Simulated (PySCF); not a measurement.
**CAM-B3LYP/aug-cc-pVDZ (density fitting) run of BCNClOF (SMILES O=C=NB(F)Cl)**

What is the vertical ionisation energy of BCNClOF at CAM-B3LYP/aug-cc-pVDZ (density fitting)? The job is set up through a Python script.

The results are computed with PySCF 2.14.0.

2 further runs of the same task are left out: 2 set aside as unsound or not needed.

## Step 1: The system as given

BCNClOF has 6 atoms, charge 0, and is taken as a singlet. As SMILES, `O=C=NB(F)Cl`. The coordinates come from a PBE0-D4/def2-TZVP relaxation. This is one conformer, not always the lowest.

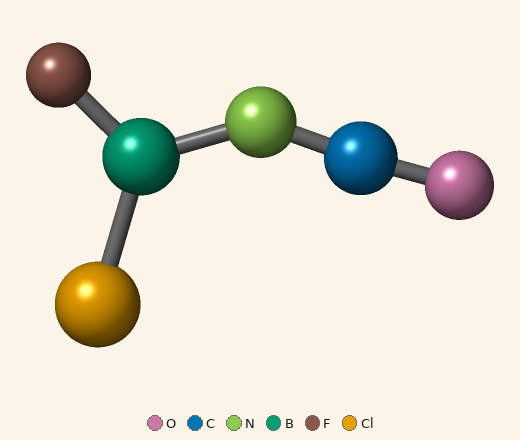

Viewed from a chosen angle; oxygen pink, carbon blue, nitrogen green, boron teal, fluorine brown, chlorine amber.

## Step 2: A single-point energy at CAM-B3LYP/aug-cc-pVDZ (density fitting)

job.py reads:

```python
from pyscf import gto, dft
from pyscf import df

molecule = gto.Mole()
molecule.atom = '''
O     -1.302300    -2.201900     0.522300
C     -0.638500    -1.256000     0.487600
N      0.081500    -0.292400     0.538600
B      0.530100     0.836400    -0.179100
F      1.398800     1.646900     0.382500
Cl    -0.027600     1.203000    -1.798000
'''
molecule.max_memory = 1860
molecule.verbose = 4
molecule.basis = 'aug-cc-pvdz'
molecule.charge = 0
molecule.build()

ks = dft.RKS(molecule, xc='cam-b3lyp')
ks = ks.density_fit(auxbasis=df.aug_etb(molecule, beta=2.0))
ks.grids.level = 4
ks.conv_tol = 1e-10
ks.kernel()
if not ks.converged:
    ks = ks.newton().run(ks.mo_coeff, ks.mo_occ)

energy = ks.e_tot
print('Final energy', energy)
```

The run is started by

```
$ OMP_NUM_THREADS=1 python job.py
```

Log:

```text
PySCF version 2.14.0

[INPUT] num. atoms = 6
[INPUT] num. electrons = 52
[INPUT] charge = 0
[INPUT] spin (= nelec alpha-beta = 2S) = 0
[INPUT] symmetry False subgroup None
[INPUT] Mole.unit = angstrom
[INPUT] Symbol           X                Y                Z      unit          X                Y                Z       unit  Magmom
[INPUT]  1 O     -1.302300000000  -2.201900000000   0.522300000000 AA   -2.460990332021  -4.160987953680   0.987003954860 Bohr   0.0
[INPUT]  2 C     -0.638500000000  -1.256000000000   0.487600000000 AA   -1.206590130535  -2.373496012454   0.921430458338 Bohr   0.0
[INPUT]  3 N      0.081500000000  -0.292400000000   0.538600000000 AA    0.154012679152  -0.552555918823   1.017806490691 Bohr   0.0
[INPUT]  4 B      0.530100000000   0.836400000000  -0.179100000000 AA    1.001743818632   1.580566930586  -0.338449948910 Bohr   0.0
[INPUT]  5 F      1.398800000000   1.646900000000   0.382500000000 AA    2.643348903042   3.112189954546   0.722820242646 Bohr   0.0
[INPUT]  6 Cl    -0.027600000000   1.203000000000  -1.798000000000 AA   -0.052156441038   2.273340527852  -3.397727571968 Bohr   0.0

[... 98 lines left out ...]
converged SCF energy = -753.074414205079
Final energy -753.0744142050787
```

Run time: 32 s. Hardware: 1 thread of Arm Neoverse V1, shared host; peak memory 0.63 GiB.

## Step 3: The doublet cation at the same level

calc.py reads:

```python
from pyscf import gto, dft
from pyscf import df

mol = gto.M(
    atom='''
O   -1.302300  -2.201900   0.522300
C   -0.638500  -1.256000   0.487600
N    0.081500  -0.292400   0.538600
B    0.530100   0.836400  -0.179100
F    1.398800   1.646900   0.382500
Cl  -0.027600   1.203000  -1.798000
''',
    verbose=4,
    basis='aug-cc-pvdz',
    spin=1,
    charge=1,
    max_memory=1860,
)

myscf = dft.UKS(mol)
myscf.xc = 'cam-b3lyp'
myscf = myscf.density_fit(auxbasis=df.aug_etb(mol, beta=2.0))
myscf.conv_tol = 1e-10
myscf.grids.level = 4
myscf.kernel()
if not myscf.converged:
    myscf = myscf.newton().run(myscf.mo_coeff, myscf.mo_occ)

etot = myscf.e_tot
print('E = %.10f Eh' % etot)
```

The run is started by

```
$ OMP_NUM_THREADS=1 python calc.py
```

Log:

```text
PySCF version 2.14.0

[INPUT] num. atoms = 6
[INPUT] num. electrons = 51
[INPUT] charge = 1
[INPUT] spin (= nelec alpha-beta = 2S) = 1
[INPUT] symmetry False subgroup None
[INPUT] Mole.unit = angstrom
[INPUT] Symbol           X                Y                Z      unit          X                Y                Z       unit  Magmom
[INPUT]  1 O     -1.302300000000  -2.201900000000   0.522300000000 AA   -2.460990332021  -4.160987953680   0.987003954860 Bohr   0.0
[INPUT]  2 C     -0.638500000000  -1.256000000000   0.487600000000 AA   -1.206590130535  -2.373496012454   0.921430458338 Bohr   0.0
[INPUT]  3 N      0.081500000000  -0.292400000000   0.538600000000 AA    0.154012679152  -0.552555918823   1.017806490691 Bohr   0.0
[INPUT]  4 B      0.530100000000   0.836400000000  -0.179100000000 AA    1.001743818632   1.580566930586  -0.338449948910 Bohr   0.0
[INPUT]  5 F      1.398800000000   1.646900000000   0.382500000000 AA    2.643348903042   3.112189954546   0.722820242646 Bohr   0.0
[INPUT]  6 Cl    -0.027600000000   1.203000000000  -1.798000000000 AA   -0.052156441038   2.273340527852  -3.397727571968 Bohr   0.0

[... 156 lines left out ...]
converged SCF energy = -752.639269397903  <S^2> = 0.76502176  2S+1 = 2.0149658
E = -752.6392693979 Eh
```

It took 93 s on 1 thread of Arm Neoverse V1, shared host; peak memory 0.65 GiB.

## Step 4: Results

At CAM-B3LYP/aug-cc-pVDZ (density fitting):

| quantity | value |
| --- | --- |
| singlet BCNClOF: total energy | -753.07441 Eh |
| singlet BCNClOF: dipole moment | 0.09 D |
| singlet BCNClOF: HOMO energy | -10.76 eV |
| singlet BCNClOF: LUMO energy | -0.27 eV |
| singlet BCNClOF: HOMO–LUMO gap | 10.49 eV |
| doublet cation: total energy | -752.63927 Eh |
| doublet cation: HOMO energy (highest over α and β) | -17.09 eV |
| doublet cation: LUMO energy (lowest over α and β) | -12.93 eV |
| doublet cation: ⟨S²⟩ | 0.765 |
| vertical ionisation energy (to the doublet cation) | 11.841 eV |

**Reading.** The vertical ionisation energy comes to 11.84 eV (273 kcal/mol). −ε(HOMO) before ionisation, 10.76 eV, is 1.08 eV below this ionisation energy. Mulliken charges (singlet BCNClOF) run from -0.38 on F5 to +0.42 on B4; in a basis this large or diffuse they mean little. Mulliken charges (doublet cation) run from -0.29 on F5 to +0.52 on B4; in a basis this large or diffuse they mean little.
